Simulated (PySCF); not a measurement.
**C₂H₄Si, SMILES `[SiH3]C#C`: what the electrons do**

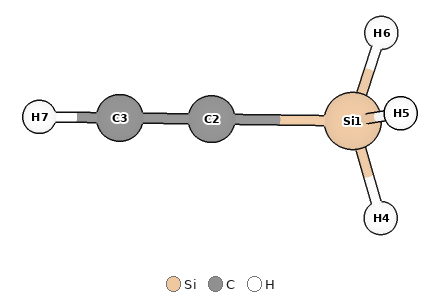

The molecule, with its atoms numbered as below. No frequency check shows the geometry to be a minimum.

Coordinates in Å:

```
Si1      1.0710   -0.0000    0.0000
C2      -0.7774    0.0001    0.0002
C3      -1.9796   -0.0000   -0.0001
H4       1.5262   -1.1842   -0.7337
H5       1.5275   -0.0434    1.3909
H6       1.5261    1.2275   -0.6586
H7      -3.0322   -0.0001   -0.0000
```

### 1. Bonding charge

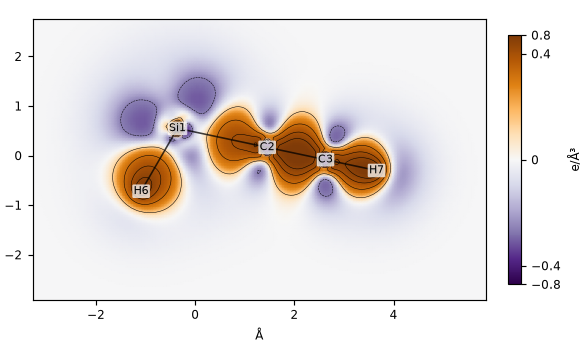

Deformation density (molecule less spherical, spin-averaged free atoms) in the plane of Si1, C2, C3, H6 and H7; colour scale in e/Å³, logarithmic beyond ±0.1; orange: gain, purple: loss.

Level of theory: TPSS/def2-TZVP (PySCF), at a geometry from GFN2-xTB.

Question: How much density has each bond in this plane gained at its critical point, relative to the free atoms?

Answer: C2–C3: +0.89 e/Å³ at the bond critical point (bond length 1.20 Å, Mayer order 2.7). C3–H7: +0.78 e/Å³ at the bond critical point (bond length 1.05 Å, Mayer order 1.0). Si1–H6: +0.22 e/Å³ at the bond critical point (bond length 1.47 Å, Mayer order 0.9). Si1–C2: +0.12 e/Å³ at the bond critical point (bond length 1.85 Å, Mayer order 1.0). In all, 1.7 electrons gather in the regions of gain relative to the promolecule. A small or negative value marks a very polar bond, one between electron-rich atoms, whose free-atom densities already overlap strongly, a long bond to a heavier atom, or a closed-shell contact such as a hydrogen bond.

Question: Where do the Hirshfeld charges lie?

Answer: The highest Hirshfeld charge is on Si1 (+0.35 e), the lowest on C2 (−0.15 e).

### 2. Bond critical points

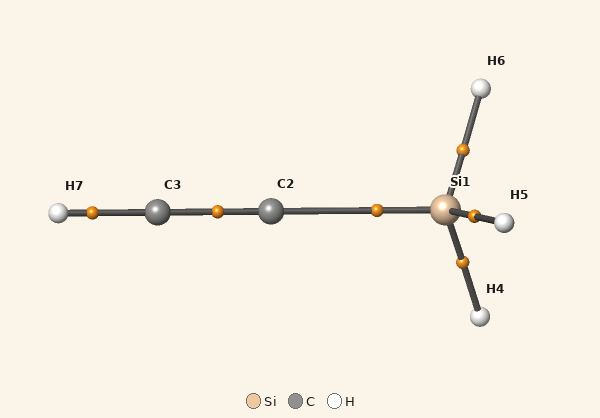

Molecular graph of the electron density (QTAIM): bond paths, bond critical points (orange), ring points (yellow, if any); weak paths are dashed.

Question: How many critical points of each kind are there, and does the count close?

Answer: 7 nuclei, 6 bond, 0 ring and 0 cage critical points: 7 − 6 + 0 − 0 = 1, as the Poincaré–Hopf relation requires.

Question: Tabulate density, Laplacian, ellipticity and energy density at the bond critical points (atomic units).

Answer:
```json
{"bond": "C2–C3", "length (Å)": "1.202", "ρ (a.u.)": "0.422", "∇²ρ (a.u.)": "−1.29", "ε": "0.00", "H (a.u.)": "−0.627"}
{"bond": "C3–H7", "length (Å)": "1.053", "ρ (a.u.)": "0.299", "∇²ρ (a.u.)": "−1.13", "ε": "0.00", "H (a.u.)": "−0.321"}
{"bond": "Si1–H5 (3 alike)", "length (Å)": "1.465", "ρ (a.u.)": "0.124", "∇²ρ (a.u.)": "+0.20", "ε": "0.01", "H (a.u.)": "−0.076"}
{"bond": "Si1–C2", "length (Å)": "1.848", "ρ (a.u.)": "0.113", "∇²ρ (a.u.)": "+0.31", "ε": "0.00", "H (a.u.)": "−0.057"}
```

Question: What kind of interaction is C3–H7?

Answer: Shared-shell (covalent): ρ = 0.299, ∇²ρ = −1.13, H = −0.321 a.u.

### 3. Electrostatic potential

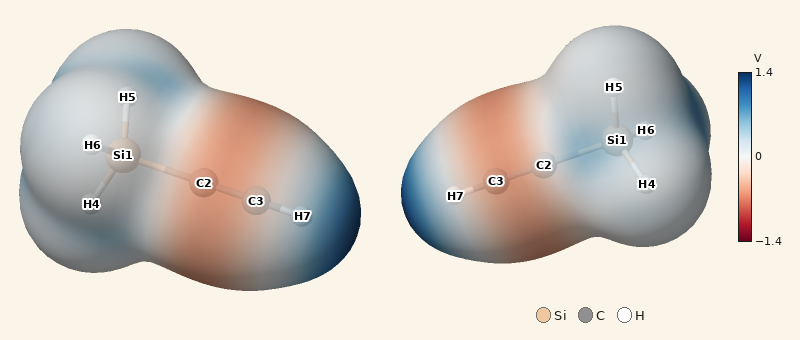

Electrostatic potential on the surface of electron density 0.001 a.u. (back view left, front view right).

Question: Where are the extremes of the potential on the surface?

Answer: Highest: 1.37 V, 1.2 Å from H7. Further maxima include 1.05 V, near Si1 (2.02 Å), H5 (2.05 Å), H6 (2.11 Å) and H4 (2.13 Å); 0.60 V, near H4 (2.00 Å), H6 (2.06 Å) and Si1 (2.08 Å), and at like points elsewhere. Lowest: −0.61 V, off the C2–C3 bond (2.1 Å from its atoms), and at like points elsewhere. The surface is sampled at points, so like sites can differ by a few per cent and only the strongest of them is named.

Question: What volume does the surface enclose, and what is the dipole moment?

Answer: About 92 Å³; the dipole moment is 0.2 D.

### 4. Localised orbitals

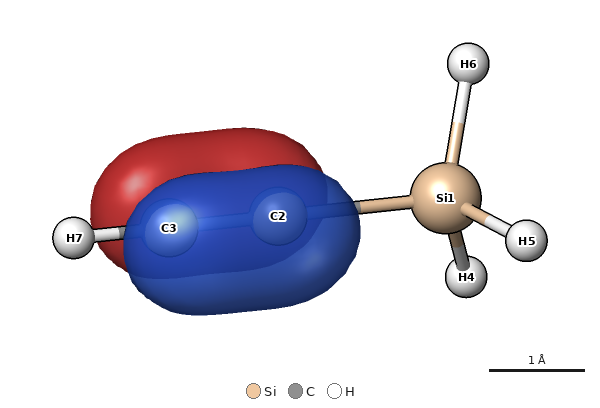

Intrinsic bond orbitals (IBO), occupied; each surface holds about 70 % of the orbital's density. Energies are diagonal elements of the Fock matrix.

PySCF calculation, B3LYP/6-31+G*, gas phase; geometry: GFN2-xTB.

Question: What does this orbital represent?

Answer: π bond C2–C3 (C2 50 %, C3 49 %; −8.1 eV).

The PySCF runs shown took 11 s and 3.5 s on 1 thread of Intel(R) Xeon(R) 6975P-C (Granite Rapids), with other jobs on the host.
